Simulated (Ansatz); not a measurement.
## A computed series for Ni: pressure series

Take Ni in the fcc (Cu type) structure (space group Fm-3m, No. 225; a = 3.518 Å; ferromagnetic) as the base.

Cell and atoms are relaxed at each pressure.

All numbers come from PBE/PAW in Ansatz (a program for electronic structure), no SOC.

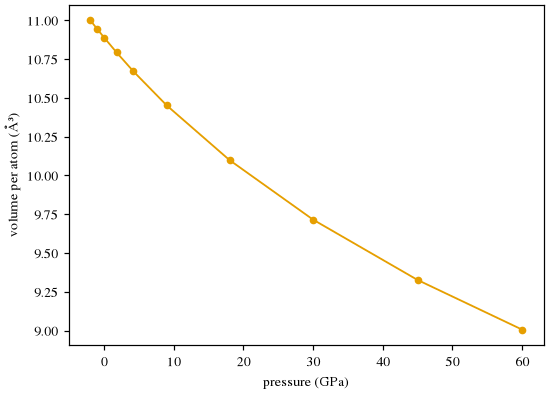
Figure. Volume per atom against pressure

```tsv
pressure (GPa)	volume per atom
-2	11.00 Å³
-1	10.94 Å³
1.8	10.79 Å³
4.2	10.67 Å³
9	10.45 Å³
18	10.10 Å³
30	9.71 Å³
45	9.33 Å³
60	9.01 Å³
```

The magnetic state is the one reached from the starting moments; the real material's order can differ, and small cells can't hold many antiferromagnetic ones. Load acts through the strain it causes; cell and atoms are relaxed under it. Stability against distortions was not tested. Competing high-pressure phases were not computed.
